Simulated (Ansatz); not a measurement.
System: AlBHS (charge −1, triplet).

Input

```
crystal:
  periodic: [false, false, false]
  atoms:
    - {symbol: Al, position_ang: [-0.927422, 0.755384, -0.160962]}
    - {symbol: B, position_ang: [0.874442, -0.080668, 0.348649]}
    - {symbol: S, position_ang: [2.424125, -0.620775, 0.686088]}
    - {symbol: H, position_ang: [-2.378035, 0.115108, 0.168714]}
basis:
  gaussian:
    orbitals: def2-TZVPD
total_charge: -1
magnetization:
  spin_polarized: true
  initial_magnetization: 2
hamiltonian:
  xc: {name: PBE0}
output:
  forces: true
  orbitals: {seedname: orbitals}
```

Run with:

```sh
ansatz run input.yaml --threads 1 --pin off --max-ram 2610MiB --events-out events.jsonl --progress --plain --runs-dir runs
```

Geometry: r2SCAN-D4/def2-SVPD; the highest occupied orbital lies above zero, a sign that basis and functional describe the outermost electron poorly.

Theory: Ansatz, isolated molecule in a Gaussian basis; Kohn-Sham density functional theory, functional PBE0.

Q: What can the converged electron density, electron localisation function and spin density tell about the bonding?

A: B–S (1.68 Å): ρ at the midpoint is about 1.5 e/Å³; the ELF peaks at about 0.90 between the atoms: a covalent bond.
Al–B (2.05 Å): ρ is about 0.57 e/Å³ halfway; the ELF peaks at about 0.95 between the atoms; a covalent bond.
Al–H (1.62 Å): ρ at the midpoint is about 0.49 e/Å³; the ELF climbs to about 1 towards the hydrogen.
The unpaired spin (2 electrons) lies mostly on Al1 (about 1.4), B2 (about 0.3), S3 (about 0.1) and H4 (about 0.1), in electrons by Hirshfeld's partition.

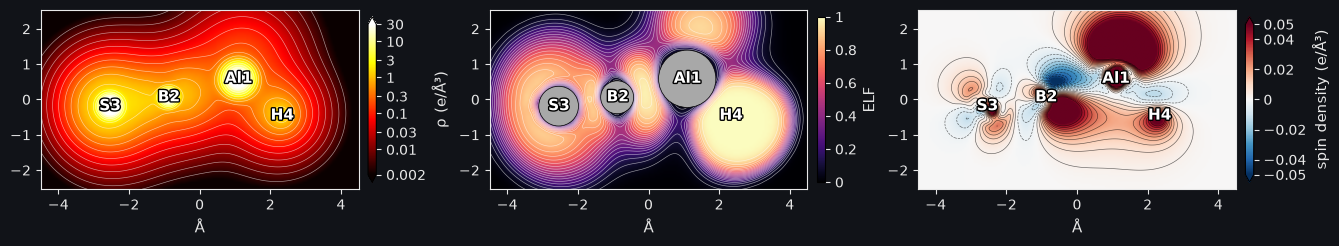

Computed electron density, electron localisation function and spin density on the molecular plane, in this order. Grey discs cover the atomic cores in the ELF map. 
